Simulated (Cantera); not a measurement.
Input: 1 mol c-C₄F₈, 0.069 mol Si, at 1750 °C.

Equilibrium computed with Cantera from the NASA thermochemical tables; the gas is ideal and each condensed phase is pure. Candidate condensed phases: C, Si, SiC; 23 gas species. The feed counts by its element totals alone. The tables' values for SiF₃ are old estimates; treat these amounts as uncertain. Gases not in the tables: C₂F₆ and larger saturated fluorocarbons. Kinetics and transport are ignored.

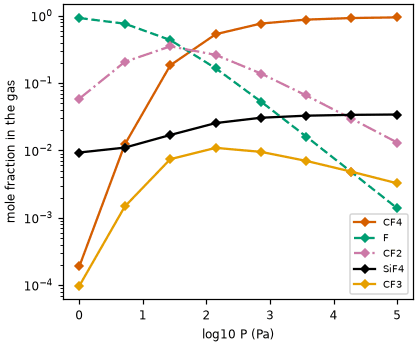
Figure. Equilibrium gas composition (values under 1e-9 drawn at 1e-9)

From 1.00e-5 bar to 1.00 bar the condensed part is C(graphite). The main Si-bearing gas is SiF₄ throughout.
